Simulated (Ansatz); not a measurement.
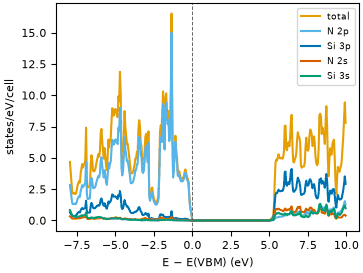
Figure. Total and projected density of states of Si₃N₄ in space group P6_3/m (No. 176; Si on 6h, N on 2d, N on 6h), plane-wave PAW r²SCAN (Ansatz code)

Question: Which orbitals carry the states next to the gap?

Answer: Top 1 eV of the valence band: N 2p 94 %. Bottom 1 eV of the conduction band: Si 3p 47 %, N 2s 17 %, Si 3s 11 %, N 2p 6 %, outside the projected shells 20 %. Projections are on Löwdin-orthogonalised atomic valence shells; empty p or d shells of many metals are not among them.

Question: Where is the tallest occupied peak in this window, and what makes it?

Answer: Near -1.4 eV, about 17 states/eV per cell; the largest projected share is N 2p.

The cell was relaxed with r²SCAN under the symmetry of its start; phonons on a q-mesh show no instability.

Potentials: the earlier of the program's two PAW sets.
